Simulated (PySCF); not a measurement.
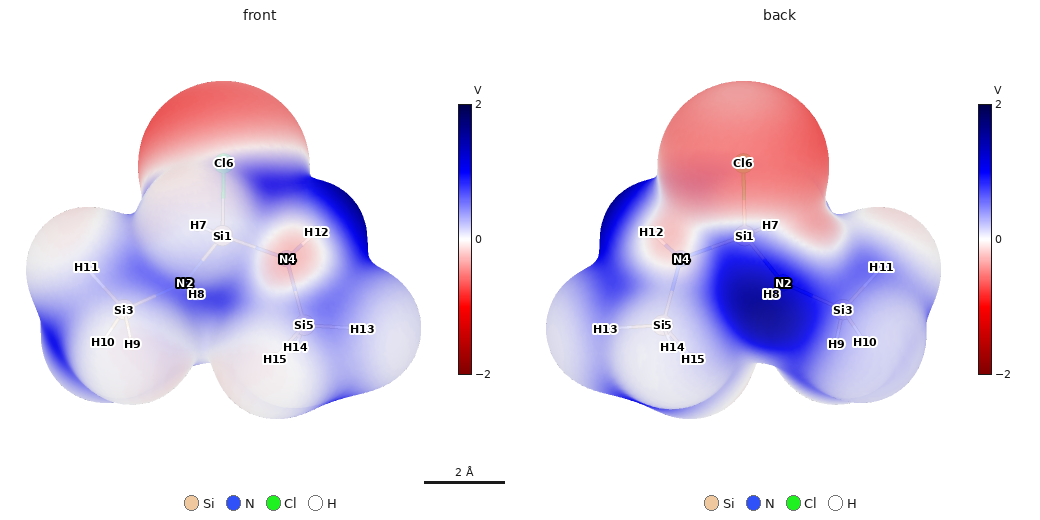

ClH9N2Si3 (SMILES [SiH3]N[SiH](Cl)N[SiH3]). The electrostatic potential painted on the density surface at 0.001 e/bohr³, seen from the front and from behind; red is negative and blue positive.

Geometry: PBE0-D3(BJ)/def2-SVP.

Computed with PBE0/pcSseg-1, SCF density, gas phase, non-relativistic (PySCF).

Input file:

```
{"job": {"kind": "nmr", "xc": "PBE0", "basis": "pcSseg-1"}, "charge": 0, "multiplicity": 1}
Si     0.604141     1.780635     1.514822
N      1.126094     0.191727     1.111341
Si     2.635566    -0.284346     0.359202
N     -0.993647     1.975703     0.906705
Si    -1.688372     1.018196    -0.380260
Cl     0.524119     2.143658     3.559846
H      1.630099     2.710810     0.976170
H      0.528673    -0.574097     1.413915
H      2.701683     0.143181    -1.071193
H      2.709249    -1.772707     0.430100
H      3.808409     0.310885     1.067442
H     -1.596368     2.658926     1.355192
H     -2.994584     1.645491    -0.740166
H     -1.943772    -0.400212     0.024919
H     -0.797664     0.993673    -1.578426
```

Launched as:

```sh
OMP_NUM_THREADS=1 python cluster_run.py task.json out
```

Question: Describe the electrostatic potential map.

Answer: The most negative region (about −0.6 V, or −14 kcal/mol for a unit charge) lies over Cl6, the most positive (about +1.6 V, or +37 kcal/mol for a unit charge) over H8 and H12.
